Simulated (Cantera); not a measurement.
Charge: 1 mol Ta(OEt)5, a varied amount of H2O, equilibrated at 1202 °C and 1 atm.

Method: chemical equilibrium by Gibbs-energy minimisation in Cantera with the NASA 1993 tables (ideal gas, pure condensed phases). Candidate condensed phases: C, C6H6, C7H8, C8H18, H2O, Ta, TaC, Ta2O5; 113 gas species. The feed counts by its element totals alone. Mutual solubility and eutectic melting of coexisting phases are not modelled. TaC: taken at fixed stoichiometry. Condensed phases not in the tables: Ta2C. The numbers say what is thermodynamically allowed, not how fast it happens.

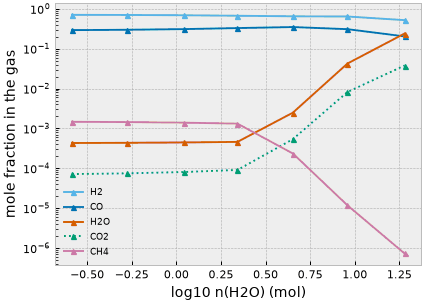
Figure: Equilibrium gas composition (values under 1e-9 drawn at 1e-9)

Question: Read off the mole fractions at 19 mol H2O.

Answer: H2 about 0.52, H2O about 0.24, CO about 0.20, CO2 about 0.038, CH4 about 7.3e-7.
